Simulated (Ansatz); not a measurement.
Take Tl2HgSiSe4 (space group I-42m, No. 121; a = 7.920 Å, c = 6.680 Å; a cell from a computed database, its experimental status unchecked) as the base.

Perturbation: hydrostatic tension (pressure −2 GPa).

Calculations: Ansatz (a program for electronic structure) PBEsol, without spin-orbit coupling.

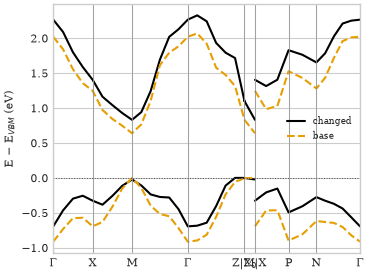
Fig. 1. Highest valence and lowest conduction band along the path, each from its own valence-band maximum

Read the changed gap and its character from the plot.

About 0.83 eV, indirect, Z → M.

With Hg and Tl present, leaving out spin-orbit coupling can change the band edges. Load acts through the strain it causes; cell and atoms are relaxed under it. No phonon test of stability was made.
